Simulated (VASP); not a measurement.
Band structure of MoTe$_{2}$ (2H layered). Method: PBEsol GGA with spin-orbit coupling, VASP's PBE PAW potentials (set 64) (plane waves; VASP).

The path is coarsely sampled, so an indirect gap can come out somewhat too large. Without a dispersion term in the relaxation, distances and binding between the weakly bound layers, chains or molecules are unreliable, and so is what depends on them.

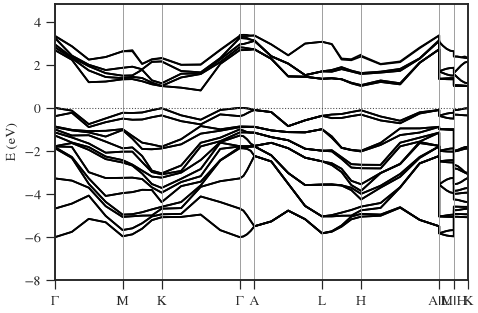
Figure. Bands along high-symmetry lines, zero at the valence-band maximum or, without a gap, the Fermi level

Question: Read the plot: is there a gap, and where are the band edges?

Answer: The gap is indirect, 0.81 eV, from the valence maximum at Γ to the conduction minimum at K-Γ at 0.50.

The compound is MoTe2 in the 2H layered structure. It was relaxed first.
